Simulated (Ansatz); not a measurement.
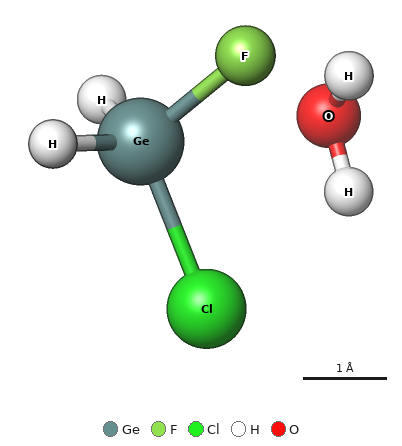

The input geometry (ball-and-stick view, seen at a tilt). Sticks mark near contacts.

## Run report: GeH$_{4}$ClOF, nudged elastic band (part 1 of 2)

System: GeH$_{4}$ClOF.
Method: RKS PBE-D4/def2-SVP (Ansatz 0.2.0).

The run did not end well. It belongs to a series of runs on one base structure; here: band between the two ends.

**Input file**
```yaml
crystal:
  periodic: [false, false, false]
  atoms:
    - { symbol: Ge, position_ang: [-0.121148, -0.170867, -0.101589] }
    - { symbol: F, position_ang: [-0.163118, -0.299758, 1.663028] }
    - { symbol: Cl, position_ang: [1.955484, -0.398594, -0.724207] }
    - { symbol: H, position_ang: [-0.727513, 1.159423, -0.574034] }
    - { symbol: H, position_ang: [-0.836226, -1.462025, -0.569236] }
    - { symbol: O, position_ang: [1.183846, 2.040097, 1.250745] }
    - { symbol: H, position_ang: [2.033355, 1.653592, 0.960602] }
    - { symbol: H, position_ang: [0.914519, 1.430432, 1.96769] }
basis:
  gaussian: { orbitals: def2-SVP }
hamiltonian:
  xc: pbe
  dispersion: d4
neb:
  order_check: false
  images: 5
  f_tol: 0.03
  max_iterations: 60
  optimiser: lbfgs
  climbing: true
  final_atoms:
    - { symbol: Ge, position_ang: [0.38716304, 0.20056574, -0.23193313] }
    - { symbol: F, position_ang: [-0.81186126, 0.68503004, 2.23157264] }
    - { symbol: Cl, position_ang: [1.78535757, 0.03146177, -1.89989206] }
    - { symbol: H, position_ang: [-0.82234017, 1.02798399, -0.68778917] }
    - { symbol: H, position_ang: [0.16687996, -1.23453675, 0.28817103] }
    - { symbol: O, position_ang: [1.26656673, 1.23668438, 0.99373229] }
    - { symbol: H, position_ang: [2.1967476, 0.96348977, 1.1046851] }
    - { symbol: H, position_ang: [0.07068553, 1.04162106, 2.0744523] }
  initial_path:
    images:
      - { positions_ang: [[-0.121148, -0.170867, -0.101589], [-0.163118, -0.299758, 1.663028], [1.955484, -0.398594, -0.724207], [-0.727513, 1.159423, -0.574034], [-0.836226, -1.462025, -0.569236], [1.183846, 2.040097, 1.250745], [2.033355, 1.653592, 0.960602], [0.914519, 1.430432, 1.96769]] }
      - { positions_ang: [[-0.08172798, -0.1170561, -0.06337099], [-0.10964704, -0.1852714, 1.78947516], [2.00049286, -0.27935482, -0.72475588], [-0.72688136, 1.18815383, -0.5613925], [-0.80422614, -1.4023752, -0.53612265], [1.15329984, 1.90606213, 1.04141441], [1.97801439, 1.54725508, 1.03867512], [0.82987443, 1.29488648, 1.88907633]] }
      - { positions_ang: [[-0.04230795, -0.0632452, -0.02515298], [-0.05617609, -0.07078481, 1.91592232], [2.04550172, -0.16011564, -0.72530477], [-0.72624971, 1.21688466, -0.548751], [-0.77222628, -1.34272539, -0.50300931], [1.12275367, 1.77202727, 0.83208383], [1.92267377, 1.44091815, 1.11674825], [0.74522987, 1.15934097, 1.81046266]] }
      - { positions_ang: [[-0.00288793, -0.0094343, 0.01306503], [-0.00270513, 0.04370179, 2.04236948], [2.09051058, -0.04087647, -0.72585365], [-0.72561807, 1.24561548, -0.5361095], [-0.74022641, -1.28307559, -0.46989596], [1.09220751, 1.6379924, 0.62275324], [1.86733316, 1.33458123, 1.19482137], [0.6605853, 1.02379545, 1.73184899]] }
      - { positions_ang: [[0.12712906, 0.06056571, -0.06860102], [-0.27242384, 0.25747787, 2.1054372], [1.98879291, -0.01676372, -1.11719979], [-0.75785877, 1.17307165, -0.58666939], [-0.43785762, -1.26689598, -0.21720697], [1.15032725, 1.50422306, 0.74641293], [1.97713797, 1.21088408, 1.16477595], [0.46395204, 1.02973732, 1.84605009]] }
      - { positions_ang: [[0.25714605, 0.13056572, -0.15026707], [-0.54214255, 0.47125396, 2.16850492], [1.88707524, 0.00734903, -1.50854592], [-0.79009947, 1.10052782, -0.63722928], [-0.13548883, -1.25071637, 0.03548203], [1.20844699, 1.37045372, 0.87007261], [2.08694278, 1.08718693, 1.13473053], [0.26731879, 1.03567919, 1.9602512]] }
      - { positions_ang: [[0.38716304, 0.20056574, -0.23193313], [-0.81186126, 0.68503004, 2.23157264], [1.78535757, 0.03146177, -1.89989206], [-0.82234017, 1.02798399, -0.68778917], [0.16687996, -1.23453675, 0.28817103], [1.26656673, 1.23668438, 0.99373229], [2.1967476, 0.96348977, 1.1046851], [0.07068553, 1.04162106, 2.0744523]] }
```

Machine: 2 threads of Intel Xeon (Granite Rapids), 32 GiB of memory available, shared host.

Run as:
```bash
ansatz run input.yaml --threads 2 --pin off --max-ram 3072MiB --backend cpu --events-out ev --progress --plain --runs-dir out
```

**Output**
```
Engine: ansatz 0.2.0, x86_64-unknown-linux-gnu
Functional definition: PBE
  parameter kappa = 0.804
  parameter beta = 0.06672455060314922
  exchange = pbe_x(kappa = kappa, mu = beta*pi^2/3)
  correlation = pbe_c(beta = beta)
1069 factors; their error is unknown
mean field evaluation 1: about -73832.2994 eV, gradient 6.2e1 eV
mean field evaluation 2: about -73776.7378 eV, gradient 1.6e2 eV
mean field evaluation 4: about -73838.2567 eV, gradient 1.4e1 eV
mean field evaluation 8: about -73838.5640 eV, gradient 9.2e-2 eV
mean field evaluation 16: about -73838.5041 eV, gradient 6.0e-5 eV
mean field -73838.50414154 eV, -2713.5149776658 hartree, gradient 6.0e-5 eV, S^2 0.000000; 0 other end points of the search recorded, 0 dependent functions left out
the calculation of the forces begins
reference -73838.50417314 eV, -2713.5149788272 hartree; 35, 35 occupied and 63, 63 virtual orbitals, 1069 factors
1069 factors; their error is unknown
mean field evaluation 32: about -73838.3268 eV, gradient 6.1e-5 eV
mean field -73838.32676220 eV, -2713.5084590955 hartree, gradient 6.1e-5 eV, S^2 0.000000; 0 other end points of the search recorded, 0 dependent functions left out
[... from here on the field's lines of each further geometry are left out, up to the last ...]
NEB iter   1: max|band force component| = 5.738e0 eV/Å  barrier→ = 3.0043 eV  barrier← = 2.8214 eV  Δτ_max = 0.0838 Å  (187 SCF iters)
NEB iter   2: max|band force component| = 4.051e0 eV/Å  barrier→ = 2.2550 eV  barrier← = 2.0721 eV  Δτ_max = 0.1107 Å  (145 SCF iters)
NEB iter   3: max|band force component| = 3.652e0 eV/Å  barrier→ = 1.4983 eV  barrier← = 1.3154 eV  Δτ_max = 0.1638 Å  (146 SCF iters)
NEB iter   4: max|band force component| = 3.311e0 eV/Å  barrier→ = 1.0466 eV  barrier← = 0.8637 eV  Δτ_max = 0.0673 Å  (147 SCF iters)
NEB iter   5: max|band force component| = 1.418e0 eV/Å  barrier→ = 0.8942 eV  barrier← = 0.7114 eV  Δτ_max = 0.0493 Å  (137 SCF iters)
NEB iter   6: max|band force component| = 1.022e0 eV/Å  barrier→ = 0.8485 eV  barrier← = 0.6656 eV  Δτ_max = 0.1340 Å  (142 SCF iters)
NEB iter   7: max|band force component| = 1.507e0 eV/Å  barrier→ = 0.7692 eV  barrier← = 0.5864 eV  Δτ_max = 0.0225 Å  (141 SCF iters)
NEB iter   8: max|band force component| = 7.579e-1 eV/Å  barrier→ = 0.7466 eV  barrier← = 0.5638 eV  Δτ_max = 0.0190 Å  (143 SCF iters)
NEB iter   9: max|band force component| = 7.712e-1 eV/Å  barrier→ = 0.7256 eV  barrier← = 0.5427 eV  Δτ_max = 0.0134 Å  (143 SCF iters)
NEB iter  10: max|band force component| = 4.525e-1 eV/Å  barrier→ = 0.7168 eV  barrier← = 0.5339 eV  CI = image 4  Δτ_max = 0.0083 Å  (145 SCF iters)
NEB iter  11: max|band force component| = 4.184e-1 eV/Å  barrier→ = 0.7095 eV  barrier← = 0.5266 eV  CI = image 4  Δτ_max = 0.0429 Å  (142 SCF iters)
NEB iter  12: max|band force component| = 1.017e0 eV/Å  barrier→ = 0.6817 eV  barrier← = 0.4989 eV  CI = image 4  Δτ_max = 0.0171 Å  (141 SCF iters)
NEB iter  13: max|band force component| = 5.616e-1 eV/Å  barrier→ = 0.6778 eV  barrier← = 0.4950 eV  CI = image 4  Δτ_max = 0.0043 Å  (138 SCF iters)
NEB iter  14: max|band force component| = 3.659e-1 eV/Å  barrier→ = 0.6750 eV  barrier← = 0.4921 eV  CI = image 4  Δτ_max = 0.0841 Å  (115 SCF iters)
NEB iter  15: max|band force component| = 1.269e0 eV/Å  barrier→ = 0.6328 eV  barrier← = 0.4499 eV  CI = image 4  Δτ_max = 0.0201 Å  (139 SCF iters)
NEB iter  16: max|band force component| = 6.985e-1 eV/Å  barrier→ = 0.6290 eV  barrier← = 0.4461 eV  CI = image 4  Δτ_max = 0.0050 Å  (139 SCF iters)
NEB iter  17: max|band force component| = 2.677e-1 eV/Å  barrier→ = 0.6277 eV  barrier← = 0.4448 eV  CI = image 4  Δτ_max = 0.0137 Å  (113 SCF iters)
NEB iter  18: max|band force component| = 4.657e-1 eV/Å  barrier→ = 0.6232 eV  barrier← = 0.4404 eV  CI = image 4  Δτ_max = 0.0077 Å  (141 SCF iters)
NEB iter  19: max|band force component| = 2.802e-1 eV/Å  barrier→ = 0.6219 eV  barrier← = 0.4391 eV  CI = image 4  Δτ_max = 0.0062 Å  (130 SCF iters)
NEB iter  20: max|band force component| = 4.508e-1 eV/Å  barrier→ = 0.6203 eV  barrier← = 0.4374 eV  CI = image 4  Δτ_max = 0.0073 Å  (120 SCF iters)
NEB iter  21: max|band force component| = 2.067e-1 eV/Å  barrier→ = 0.6193 eV  barrier← = 0.4365 eV  CI = image 4  Δτ_max = 0.0072 Å  (124 SCF iters)
NEB iter  22: max|band force component| = 4.555e-1 eV/Å  barrier→ = 0.6176 eV  barrier← = 0.4347 eV  CI = image 4  Δτ_max = 0.0077 Å  (126 SCF iters)
NEB iter  23: max|band force component| = 2.817e-1 eV/Å  barrier→ = 0.6167 eV  barrier← = 0.4339 eV  CI = image 4  Δτ_max = 0.0053 Å  (125 SCF iters)
NEB iter  24: max|band force component| = 4.262e-1 eV/Å  barrier→ = 0.6156 eV  barrier← = 0.4327 eV  CI = image 4  Δτ_max = 0.0068 Å  (113 SCF iters)
NEB iter  25: max|band force component| = 1.878e-1 eV/Å  barrier→ = 0.6148 eV  barrier← = 0.4319 eV  CI = image 4  Δτ_max = 0.0069 Å  (116 SCF iters)
NEB iter  26: max|band force component| = 4.413e-1 eV/Å  barrier→ = 0.6133 eV  barrier← = 0.4305 eV  CI = image 4  Δτ_max = 0.0075 Å  (118 SCF iters)
NEB iter  27: max|band force component| = 2.766e-1 eV/Å  barrier→ = 0.6126 eV  barrier← = 0.4298 eV  CI = image 4  Δτ_max = 0.0047 Å  (125 SCF iters)
NEB iter  28: max|band force component| = 4.004e-1 eV/Å  barrier→ = 0.6117 eV  barrier← = 0.4288 eV  CI = image 4  Δτ_max = 0.0064 Å  (115 SCF iters)
NEB iter  29: max|band force component| = 1.774e-1 eV/Å  barrier→ = 0.6110 eV  barrier← = 0.4282 eV  CI = image 4  Δτ_max = 0.0065 Å  (115 SCF iters)
NEB iter  30: max|band force component| = 4.247e-1 eV/Å  barrier→ = 0.6098 eV  barrier← = 0.4269 eV  CI = image 4  Δτ_max = 0.0072 Å  (117 SCF iters)
NEB iter  31: max|band force component| = 2.687e-1 eV/Å  barrier→ = 0.6092 eV  barrier← = 0.4263 eV  CI = image 4  Δτ_max = 0.0042 Å  (125 SCF iters)
NEB iter  32: max|band force component| = 3.753e-1 eV/Å  barrier→ = 0.6084 eV  barrier← = 0.4255 eV  CI = image 4  Δτ_max = 0.0060 Å  (111 SCF iters)
NEB iter  33: max|band force component| = 1.686e-1 eV/Å  barrier→ = 0.6079 eV  barrier← = 0.4250 eV  CI = image 4  Δτ_max = 0.0062 Å  (110 SCF iters)
NEB iter  34: max|band force component| = 4.068e-1 eV/Å  barrier→ = 0.6068 eV  barrier← = 0.4239 eV  CI = image 4  Δτ_max = 0.0069 Å  (117 SCF iters)
NEB iter  35: max|band force component| = 2.592e-1 eV/Å  barrier→ = 0.6062 eV  barrier← = 0.4234 eV  CI = image 4  Δτ_max = 0.0038 Å  (112 SCF iters)
NEB iter  36: max|band force component| = 3.517e-1 eV/Å  barrier→ = 0.6056 eV  barrier← = 0.4227 eV  CI = image 4  Δτ_max = 0.0056 Å  (108 SCF iters)
NEB iter  37: max|band force component| = 1.591e-1 eV/Å  barrier→ = 0.6051 eV  barrier← = 0.4222 eV  CI = image 4  Δτ_max = 0.0060 Å  (110 SCF iters)
NEB iter  38: max|band force component| = 3.885e-1 eV/Å  barrier→ = 0.6041 eV  barrier← = 0.4212 eV  CI = image 4  Δτ_max = 0.0066 Å  (117 SCF iters)
NEB iter  39: max|band force component| = 2.490e-1 eV/Å  barrier→ = 0.6036 eV  barrier← = 0.4207 eV  CI = image 4  Δτ_max = 0.0035 Å  (109 SCF iters)
NEB iter  40: max|band force component| = 3.294e-1 eV/Å  barrier→ = 0.6030 eV  barrier← = 0.4202 eV  CI = image 4  Δτ_max = 0.0053 Å  (107 SCF iters)
NEB iter  41: max|band force component| = 1.495e-1 eV/Å  barrier→ = 0.6026 eV  barrier← = 0.4197 eV  CI = image 4  Δτ_max = 0.0058 Å  (108 SCF iters)
NEB iter  42: max|band force component| = 3.703e-1 eV/Å  barrier→ = 0.6017 eV  barrier← = 0.4188 eV  CI = image 4  Δτ_max = 0.0063 Å  (117 SCF iters)
NEB iter  43: max|band force component| = 2.384e-1 eV/Å  barrier→ = 0.6013 eV  barrier← = 0.4184 eV  CI = image 4  Δτ_max = 0.0033 Å  (107 SCF iters)
NEB iter  44: max|band force component| = 3.086e-1 eV/Å  barrier→ = 0.6007 eV  barrier← = 0.4179 eV  CI = image 4  Δτ_max = 0.0049 Å  (101 SCF iters)
NEB iter  45: max|band force component| = 1.401e-1 eV/Å  barrier→ = 0.6003 eV  barrier← = 0.4175 eV  CI = image 4  Δτ_max = 0.0056 Å  (107 SCF iters)
NEB iter  46: max|band force component| = 3.526e-1 eV/Å  barrier→ = 0.5995 eV  barrier← = 0.4166 eV  CI = image 4  Δτ_max = 0.0060 Å  (117 SCF iters)
NEB iter  47: max|band force component| = 2.279e-1 eV/Å  barrier→ = 0.5991 eV  barrier← = 0.4162 eV  CI = image 4  Δτ_max = 0.0030 Å  (107 SCF iters)
NEB iter  48: max|band force component| = 2.893e-1 eV/Å  barrier→ = 0.5986 eV  barrier← = 0.4158 eV  CI = image 4  Δτ_max = 0.0046 Å  (98 SCF iters)
NEB iter  49: max|band force component| = 1.311e-1 eV/Å  barrier→ = 0.5982 eV  barrier← = 0.4154 eV  CI = image 4  Δτ_max = 0.0053 Å  (104 SCF iters)
NEB iter  50: max|band force component| = 3.355e-1 eV/Å  barrier→ = 0.5974 eV  barrier← = 0.4146 eV  CI = image 4  Δτ_max = 0.0058 Å  (117 SCF iters)
NEB iter  51: max|band force component| = 2.174e-1 eV/Å  barrier→ = 0.5971 eV  barrier← = 0.4142 eV  CI = image 4  Δτ_max = 0.0028 Å  (107 SCF iters)
NEB iter  52: max|band force component| = 2.714e-1 eV/Å  barrier→ = 0.5966 eV  barrier← = 0.4138 eV  CI = image 4  Δτ_max = 0.0043 Å  (97 SCF iters)
NEB iter  53: max|band force component| = 1.225e-1 eV/Å  barrier→ = 0.5963 eV  barrier← = 0.4134 eV  CI = image 4  Δτ_max = 0.0051 Å  (104 SCF iters)
NEB iter  54: max|band force component| = 3.192e-1 eV/Å  barrier→ = 0.5955 eV  barrier← = 0.4127 eV  CI = image 4  Δτ_max = 0.0055 Å  (118 SCF iters)
NEB iter  55: max|band force component| = 2.073e-1 eV/Å  barrier→ = 0.5952 eV  barrier← = 0.4123 eV  CI = image 4  Δτ_max = 0.0026 Å  (107 SCF iters)
NEB iter  56: max|band force component| = 2.548e-1 eV/Å  barrier→ = 0.5948 eV  barrier← = 0.4119 eV  CI = image 4  Δτ_max = 0.0041 Å  (95 SCF iters)
NEB iter  57: max|band force component| = 1.143e-1 eV/Å  barrier→ = 0.5945 eV  barrier← = 0.4116 eV  CI = image 4  Δτ_max = 0.0049 Å  (103 SCF iters)
NEB iter  58: max|band force component| = 3.038e-1 eV/Å  barrier→ = 0.5937 eV  barrier← = 0.4109 eV  CI = image 4  Δτ_max = 0.0052 Å  (118 SCF iters)
NEB iter  59: max|band force component| = 1.977e-1 eV/Å  barrier→ = 0.5934 eV  barrier← = 0.4105 eV  CI = image 4  Δτ_max = 0.0024 Å  (107 SCF iters)
the calculation of the forces begins
reference -73837.91090794 eV, -2713.4931767331 hartree; 35, 35 occupied and 63, 63 virtual orbitals, 1069 factors
these checks for a lower state are left out or cut short: starts, cluster_reference, orbital_swaps, neighbouring_geometries, increment
1069 factors; their error is unknown
mean field -73838.22551932 eV, -2713.5047384881 hartree, gradient 6.5e-5 eV, S^2 0.000000; 0 other end points of the search recorded, 0 dependent functions left out
the calculation of the forces begins
reference -73838.22554921 eV, -2713.5047395866 hartree; 35, 35 occupied and 63, 63 virtual orbitals, 1069 factors
NEB iter  60: max|band force component| = 2.396e-1 eV/Å  barrier→ = 0.5930 eV  barrier← = 0.4102 eV  CI = image 4  Δτ_max = 0.0038 Å  (96 SCF iters)
```
